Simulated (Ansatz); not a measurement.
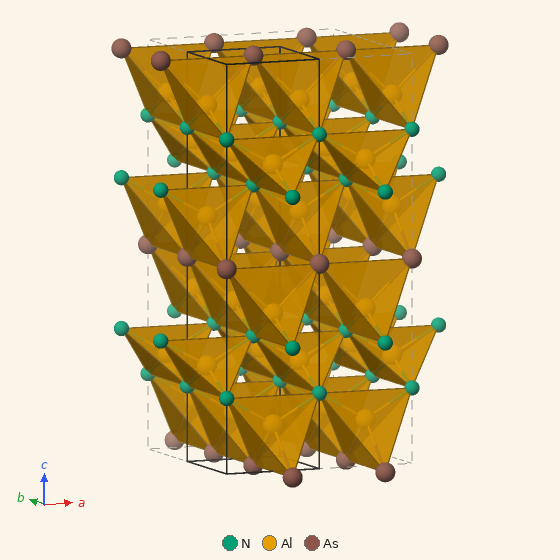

Polyhedra are drawn about Al (bonds: Al–As below 2.7 Å and Al–N below 2.2 Å); other atoms are plain spheres.

The compound is Al₃AsN₂ (space group I-4m2, No. 119), taken as the geometry relaxed with Ansatz 0.2.0, DFT, PBE, plane waves, PAW; the starting structure was generated, so it need not be a known form of this composition.

Sharing among the drawn polyhedra:

```csv
site,polyhedron,corner-sharing neighbours,edge-sharing,face-sharing,bond (Å)
Al(2c),AlN4 tetrahedron,12,0,0,1.96
Al(4f),AlN2As2 tetrahedron,12,0,0,1.99–2.36
```

They form a three-dimensional framework of corner-sharing tetrahedra.
